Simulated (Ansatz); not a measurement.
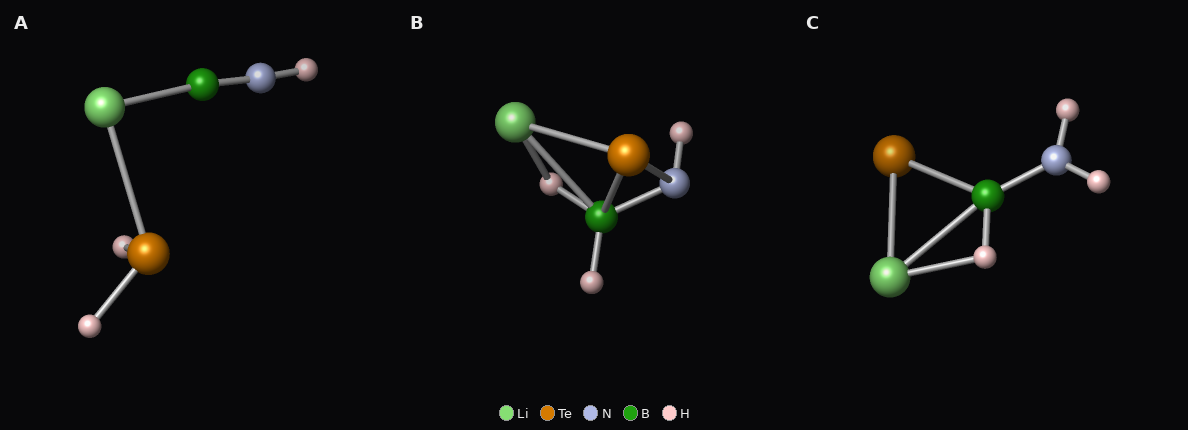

3 stationary structures of one formula. Geometries: PBE0-D4/def2-TZVP. Electronic energies: PBE-D4/def2-TZVPP (Ansatz 0.2.0), without zero-point energy. No frequency run is at hand to confirm each as a minimum. Each is one conformer, not always the lowest.

### Rank them by energy, lowest first.

C is lowest (Cs); B lies 1.691 eV above it (C1), A lies 3.235 eV above it (C1).
